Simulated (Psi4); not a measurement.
# Excited-state calculation of GeH4O (part 1 of 4)

GeH4O (Ge(OH)H3), SMILES [H][Ge]([H])([H])[OH], computed with EOM-CCSD/LANL2DZ, RHF, core potentials LANL2DZ (Psi4 1.11).

The geometry comes from this level: GFN2-xTB.

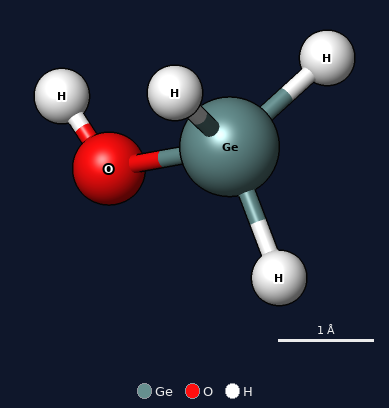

The structure as given in the input (ball-and-stick view, seen at a tilt). Sticks mark near contacts.

## The input (geh4o.py)
```python
import psi4

psi4.set_memory('1600 MB')
psi4.set_num_threads(1)
psi4.core.set_output_file('psi4.out', False)

with open('geh4o.xyz') as f:
    atoms = ''.join(f.readlines()[2:])
geom = psi4.geometry('0 1\n' + atoms + 'symmetry c1\nno_reorient\nno_com')

options = {'scf_type': 'pk', 'roots_per_irrep': [4]}
psi4.set_options(options)

E = psi4.properties('eom-ccsd/LANL2DZ', properties=['oscillator_strength'], molecule=geom)
print(f'total energy {E:.8f} hartree = {E * 27.211386:.5f} eV')
for k, v in sorted(psi4.core.scalar_variables().items()):
    print(f'{k:45s} {v:18.10f}')
```

## File geh4o.xyz
```
6
GeH4O
Ge    -0.061950    -0.118590    -0.433490
O     -0.067510    -0.102540     1.300730
H      0.339500     0.634930     1.749270
H      1.355280    -0.118780    -0.929990
H     -0.788330     1.089860    -0.945730
H     -0.777000    -1.384870    -0.740790
```

Run as:
```bash
python geh4o.py
```

## Output
```
=> Loading Basis Set <=

    Name: LANL2DZ
    Role: ORBITAL
    Keyword: BASIS

    !!!  WARNING: ECP capability is in beta. Please check occupations closely.  !!!

         ---------------------------------------------------------
                                   SCF
                              RHF Reference
                        1 Threads,   1525 MiB Core
         ---------------------------------------------------------

  ==> Geometry <==

    Molecular point group: c1
    Full point group: C1

    Geometry (in Angstrom), charge = 0, multiplicity = 1:

       Center              X                  Y                   Z               Mass
    ------------   -----------------  -----------------  -----------------  -----------------
         GE          -0.061950000000    -0.118590000000    -0.433490000000    73.921177761000
         O           -0.067510000000    -0.102540000000     1.300730000000    15.994914619570
         H            0.339500000000     0.634930000000     1.749270000000     1.007825032230
         H            1.355280000000    -0.118780000000    -0.929990000000     1.007825032230
         H           -0.788330000000     1.089860000000    -0.945730000000     1.007825032230
         H           -0.777000000000    -1.384870000000    -0.740790000000     1.007825032230

  Running in c1 symmetry.

  Rotational constants: A =      2.08700  B =      0.33950  C =      0.32652 [cm^-1]
  Rotational constants: A =  62566.81078  B =  10178.02954  C =   9788.91604 [MHz]
  Nuclear repulsion =   25.388237287108549

  Charge       = 0
  Multiplicity = 1
  Electrons    = 16
  Nalpha       = 8
  Nbeta        = 8

  ==> Algorithm <==

  SCF Algorithm Type is PK.
  DIIS enabled.
  MOM disabled.
  Fractional occupation disabled.
  Guess Type is SAD.
  Energy threshold   = 1.00e-10
  Density threshold  = 1.00e-10
  Integral threshold = 1.00e-12

  ==> Primary Basis <==

  Basis Set: LANL2DZ
    Blend: LANL2DZ
    Number of shells: 17
    Number of basis functions: 25
    Number of Cartesian functions: 25
    Spherical Harmonics?: false
    Max angular momentum: 1

  Core potential: LANL2DZ
    Number of shells: 4
    Number of ECP primitives: 20
    Number of ECP core electrons: 28
    Max angular momentum: 3

  ==> Integral Setup <==

  Using in-core PK algorithm.
   Calculation information:
      Number of atoms:                   6
      Number of AO shells:              17
      Number of primitives:             37
      Number of atomic orbitals:        25
      Number of basis functions:        25

      Integral cutoff                 1.00e-12
      Number of threads:                 1

  Performing in-core PK
  Using 105950 doubles for integral storage.
  We computed 11769 shell quartets total.
  Whereas there are 11781 unique shell quartets.

  ==> DiskJK: Disk-Based J/K Matrices <==

    J tasked:                  Yes
    K tasked:                  Yes
    wK tasked:                  No
    Memory [MiB]:             1144
    Schwarz Cutoff:          1E-12

  Minimum eigenvalue in the overlap matrix is 4.8335241780E-02.
  Reciprocal condition number of the overlap matrix is 1.3702695477E-02.
    Using symmetric orthogonalization.

  ==> Pre-Iterations <==

  SCF Guess: Superposition of Atomic Densities via on-the-fly atomic UHF (no occupation information).

   -------------------------
    Irrep   Nso     Nmo
   -------------------------
     A         25      25
   -------------------------
    Total      25      25
   -------------------------

  ==> Iterations <==

                        Total Energy        Delta E     RMS |[F,P]|

   @RHF iter SAD:   -79.71948891377922   -7.97195e+01   0.00000e+00
   @RHF iter   1:   -80.70313023015976   -9.83641e-01   1.85638e-02 DIIS/ADIIS
   @RHF iter   2:   -80.76185756113006   -5.87273e-02   1.33577e-02 DIIS/ADIIS
   @RHF iter   3:   -80.80486148181883   -4.30039e-02   1.06281e-03 DIIS/ADIIS
   @RHF iter   4:   -80.80536464174230   -5.03160e-04   1.11955e-04 DIIS/ADIIS
   @RHF iter   5:   -80.80537535425849   -1.07125e-05   2.69531e-05 DIIS
   @RHF iter   6:   -80.80537613271994   -7.78461e-07   5.35911e-06 DIIS
   @RHF iter   7:   -80.80537616491108   -3.21911e-08   9.09770e-07 DIIS
   @RHF iter   8:   -80.80537616574723   -8.36152e-10   1.95044e-07 DIIS
   @RHF iter   9:   -80.80537616578177   -3.45324e-11   2.83333e-08 DIIS
   @RHF iter  10:   -80.80537616578252   -7.53175e-13   5.15653e-09 DIIS
   @RHF iter  11:   -80.80537616578259   -7.10543e-14   6.88348e-10 DIIS
   @RHF iter  12:   -80.80537616578269   -9.94760e-14   1.29390e-10 DIIS
   @RHF iter  13:   -80.80537616578249    1.98952e-13   2.32950e-11 DIIS
  Energy and wave function converged.

  ==> Post-Iterations <==

    Orbital Energies [Eh]
    ---------------------

    Doubly Occupied:

       1A    -20.532700     2A     -1.324216     3A     -0.768596
       4A     -0.638628     5A     -0.541240     6A     -0.525970
       7A     -0.470713     8A     -0.451642

    Virtual:

       9A      0.124933    10A      0.199326    11A      0.213177
      12A      0.251031    13A      0.291507    14A      0.413795
      15A      0.420366    16A      0.552393    17A      0.945715
      18A      0.947994    19A      1.026366    20A      1.099675
      21A      1.273954    22A      1.294926    23A      1.339514
      24A      1.786444    25A     18.734064

    Final Occupation by Irrep:
              A
    DOCC [     8 ]
    NA   [     8 ]
    NB   [     8 ]

  @RHF Final Energy:   -80.80537616578249

   => Energetics <=

    Nuclear Repulsion Energy =             25.3882372871085487
    One-Electron Energy =                -161.8798167709172162
    Two-Electron Energy =                  55.6862033180261804
    Total Energy =                        -80.8053761657824907

Computation Completed

Properties will be evaluated at   0.000000,   0.000000,   0.000000 [a0]

Properties computed using the SCF density matrix

 Multipole Moments:

 ------------------------------------------------------------------------------------
     Multipole            Electronic (a.u.)      Nuclear  (a.u.)        Total (a.u.)
 ------------------------------------------------------------------------------------

 L = 1.  Multiply by 2.5417464519 to convert [e a0] to [Debye]
 Dipole X            :          1.6055357           -1.2442524            0.3612833
 Dipole Y            :          2.6665696           -2.0286966            0.6378731
 Dipole Z            :        -15.3143048           14.7486321           -0.5656727
 Magnitude           :                                                    0.9259553

 ------------------------------------------------------------------------------------

	total time  =          1 seconds =       0.02 minutes
 MINTS: Wrapper to libmints.

   Calculation information:
      Number of threads:                 1
      Number of atoms:                   6
      Number of AO shells:              17
      Number of SO shells:              17
      Number of primitives:             37
      Number of atomic orbitals:        25
      Number of basis functions:        25

      Number of irreps:                  1
      Integral cutoff                 1.00e-12
      Number of functions per irrep: [  25 ]

 OEINTS: Overlap, kinetic, potential, dipole, and quadrupole integrals
         stored in file 35.

      Computing two-electron integrals...done
      Computed 51613 non-zero two-electron integrals.
        Stored in file 33.

	Wfn Parameters:
	--------------------
	Wavefunction         = EOM_CCSD
	Number of irreps     = 1
	Number of MOs        = 25
	Number of active MOs = 25
	AO-Basis             = NONE
	Semicanonical        = false
	Reference            = RHF
	Print Level          = 1

	IRREP	# MOs	# FZDC	# DOCC	# SOCC	# VIRT	# FZVR
	-----	-----	------	------	------	------	------
	 A	   25	    0	    8	    0	    17	    0
	Transforming integrals...
	IWL integrals will be deleted.
	(OO|OO)...
	Presorting SO-basis two-electron integrals.
	Sorting File: SO Ints (nn|nn) nbuckets = 1
	Constructing frozen core operators
	Starting first half-transformation.
	Sorting half-transformed integrals.
	First half integral transformation complete.
	Starting second half-transformation.
	Two-electron integral transformation complete.
	(OO|OV)...
	Starting second half-transformation.
	Two-electron integral transformation complete.
	(OO|VV)...
	Starting second half-transformation.
	Two-electron integral transformation complete.
	(OV|OO)...
	Starting first half-transformation.
	Sorting half-transformed integrals.
	First half integral transformation complete.
	Starting second half-transformation.
	Two-electron integral transformation complete.
	(OV|OV)...
	Starting second half-transformation.
	Two-electron integral transformation complete.
	(OV|VV)...
	Starting second half-transformation.
	Two-electron integral transformation complete.
	(VV|OO)...
	Starting first half-transformation.
	Sorting half-transformed integrals.
	First half integral transformation complete.
	Starting second half-transformation.
	Two-electron integral transformation complete.
	(VV|OV)...
	Starting second half-transformation.
	Two-electron integral transformation complete.
	(VV|VV)...
	Starting second half-transformation.
	Two-electron integral transformation complete.
	Frozen core energy     =      0.00000000000000

	Size of irrep 0 of <ab|cd> integrals:      0.084 (MW) /      0.668 (MB)
	Total:                                     0.084 (MW) /      0.668 (MB)

	Size of irrep 0 of <ia|bc> integrals:      0.039 (MW) /      0.314 (MB)
	Total:                                     0.039 (MW) /      0.314 (MB)

	Size of irrep 0 of tijab amplitudes:       0.018 (MW) /      0.148 (MB)
	Total:                                     0.018 (MW) /      0.148 (MB)

	Nuclear Rep. energy          =     25.38823728710855
	SCF energy                   =    -80.80537616578249
	One-electron energy          =   -161.87981677168645
	Two-electron energy          =     55.68620331879539
	Reference energy             =    -80.80537616578252

	total time  =          1 seconds =       0.02 minutes
            **************************
            *                        *
            *        CCENERGY        *
            *                        *
            **************************

    Nuclear Rep. energy (wfn)     =   25.388237287108549
    SCF energy          (wfn)     =  -80.805376165782491
    Reference energy    (file100) =  -80.805376165782519

    Input parameters:
    -----------------
    Wave function   =     EOM_CCSD
    Reference wfn   =     RHF
    Brueckner       =     No
    Memory (Mbytes) =     1600.0
    Maxiter         =     50
    R_Convergence   =     1.0e-07
    E_Convergence   =     1.0e-08
    Restart         =     Yes
    DIIS            =     Yes
    AO Basis        =     NONE
    ABCD            =     NEW
    Cache Level     =     2
    Cache Type      =     LOW
    Print Level     =     1
    Num. of threads =     1
    # Amps to Print =     10
    Print MP2 Amps? =     No
    Analyze T2 Amps =     No
    Print Pair Ener =     No
    Local CC        =     No
    SCS-MP2         =     False
    SCSN-MP2        =     False
    SCS-CCSD        =     False

MP2 correlation energy -0.1755034789344288
                Solving CC Amplitude Equations
                ------------------------------
  Iter             Energy              RMS        T1Diag      D1Diag    New D1Diag    D2Diag
  ----     ---------------------    ---------   ----------  ----------  ----------   --------
     0        -0.175503478934429    0.000e+00    0.000000    0.000000    0.000000    0.104849
     1        -0.183192787691218    5.600e-02    0.007974    0.020583    0.020583    0.113635
     2        -0.191259171200698    2.001e-02    0.008310    0.021163    0.021163    0.123628
     3        -0.193164283859606    7.619e-03    0.009708    0.025038    0.025038    0.127239
     4        -0.193168092128243    1.415e-03    0.009874    0.025560    0.025560    0.127500
     5        -0.193191735813475    4.579e-04    0.009938    0.025791    0.025791    0.127514
     6        -0.193196543139861    1.434e-04    0.009963    0.025882    0.025882    0.127497
     7        -0.193193796101443    4.119e-05    0.009967    0.025892    0.025892    0.127489
     8        -0.193193341006558    1.479e-05    0.009968    0.025894    0.025894    0.127490
     9        -0.193193451416044    4.332e-06    0.009968    0.025894    0.025894    0.127490
    10        -0.193193364327634    1.412e-06    0.009968    0.025893    0.025893    0.127491
    11        -0.193193395979404    4.846e-07    0.009968    0.025893    0.025893    0.127491
    12        -0.193193393336580    1.272e-07    0.009968    0.025893    0.025893    0.127491
    13        -0.193193396773243    3.982e-08    0.009968    0.025893    0.025893    0.127491

    Iterations converged.

    Largest TIA Amplitudes:
              4   2         0.0217031700
              5   0        -0.0138070916
              5   1        -0.0117257574
              7   2        -0.0102829719
              3   1         0.0101908178
              4   8         0.0066062428
              6   0         0.0064904561
              2   4         0.0062111165
              1   0         0.0061894215
              2   3         0.0060872685

    Largest TIjAb Amplitudes:
      6   6   3   3        -0.0346700728
      3   3   4   4        -0.0262577746
      4   4   8   8        -0.0260884687
      7   7   2   2        -0.0257104893
      7   7   8   8        -0.0254542792
      4   7   8   8         0.0252772816
      7   4   8   8         0.0252772816
      5   5   9   9        -0.0240411212
      7   7   3   3        -0.0239644095
      5   5   0   0        -0.0212363146

    SCF energy       (wfn)                    =  -80.805376165782491
    Reference energy (file100)                =  -80.805376165782519

    Opposite-spin MP2 correlation energy      =   -0.138839316483289
    Same-spin MP2 correlation energy          =   -0.036664162451140
    Singles MP2 correlation energy            =   -0.000000000000000
    MP2 correlation energy                    =   -0.175503478934429
      * MP2 total energy                      =  -80.980879644716950

    Opposite-spin CCSD correlation energy     =   -0.163435862544644
    Same-spin CCSD correlation energy         =   -0.029757534228600
    Singles CCSD correlation energy           =    0.000000000000000
    CCSD correlation energy                   =   -0.193193396773243
      * CCSD total energy                     =  -80.998569562555758

			**************************
			*                        *
			*         CCHBAR         *
			*                        *
			**************************

	**********************************************************
	*  CCEOM: An Equation of Motion Coupled Cluster Program  *
	**********************************************************

	Nuclear Rep. energy (wfn)     =   25.388237287108549
	SCF energy          (wfn)     =  -80.805376165782491
	Reference energy    (file100) =  -80.805376165782519
	CCSD energy         (file100) =   -0.193193396773243

	Input parameters:
	-----------------
	Reference wfn   =     RHF
	Reference EOM wfn=     RHF
	Memory (Mbytes) =  1600.0
	ABCD            =     NEW
	Cache Level     =    2
	Cache Type      =     LRU
	Num. of threads =     1
	Local CC        =     No

	CCEOM parameters:
	-----------------
	States sought per irrep     = A 4,
	Max. number of iterations   =    80
	Vectors stored per root     =    12
	Print HbarSS iterations?    =     0
	Excitation range for HBarSS =     2
	Eigenvalue tolerance        = 1.0e-05
	Eigenvalue toleranceSS      = 1.0e-06
	Residual vector tolerance   = 1.0e-04
	Residual vector toleranceSS = 1.0e-06
	Complex tolerance           = 1.0e-12
	Root for properties         =     4
	Sym of state for properties =      A
	Guess vectors taken from    = SINGLES
	Restart EOM CC3             = NO
	Collapse with last vector   = YES

Fae   dot Fae   total  364.5445658275
Fmi   dot Fmi   total  426.7542309230
Fme   dot Fme   total    0.0002674363
WMBIJ dot WMBIJ total    0.0000000000
Wmbij dot Wmbij total    0.0000000000
WMbIj dot WMbIj total    1.3367021787
WmBiJ dot WmBiJ total    0.0000000000
Symmetry of ground state: A
Symmetry of excited state: A
Symmetry of right eigenvector: A
Seeking states with multiplicity of 1
Obtaining initial guess from singles-singles block of Hbar...Done.
```
